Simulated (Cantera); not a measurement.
A closed system holds: 1 mol Pb, 1.7 mol NH₃, 8.6 mol N₂, at 10.0 mbar.

Cantera equilibrium calculation (NASA polynomials, part measured and part estimated; ideal gas, pure solids and liquids). Candidate condensed phases: Pb; 11 gas species. Equilibrium is a limit: real reactors are often held back by kinetics, nucleation or transport.

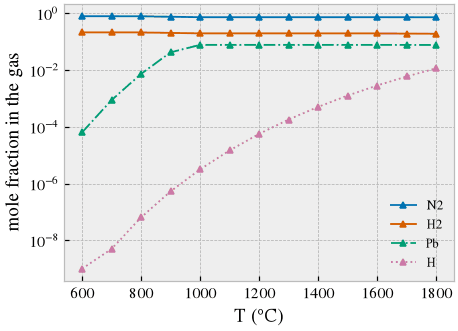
*Equilibrium gas composition (values under 1e-9 drawn at 1e-9)*

From 600 °C to 900 °C the condensed part is Pb(l). From 1000 °C to 1800 °C nothing is condensed. The main Pb-bearing gas is Pb throughout.
